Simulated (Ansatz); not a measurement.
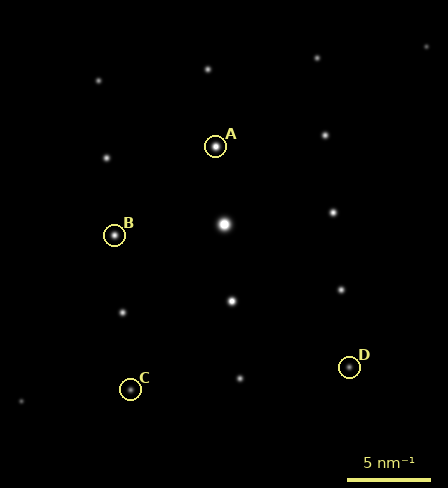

The pattern is a kinematic simulation for 100 kV electrons (no multiple scattering; isotropic B = 0.5 Å²). The zone axis points towards the electron source and the pattern is seen from the source side.

Crystal: V, space group Im-3m (No. 229), a = 3.020 Å. Structure: the input geometry of an electronic-structure calculation (not necessarily at equilibrium).

Spot A is indexed -1 1 0 and spot B 0 0 2.

Index the other marked spots.

Answer. C = −2A + B = 2 -2 2 (d = 0.872 Å). D = −2A − B = 2 -2 -2 (d = 0.872 Å).

Which zone axis is this?

Answer. The cross product of A and B is parallel to [110]; every spot obeys hu + kv + lw = 0.

What are the spacings of A and B and the angle between them?

Answer. d(A) = 2.135 Å, d(B) = 1.510 Å, and the angle is 90.0°.
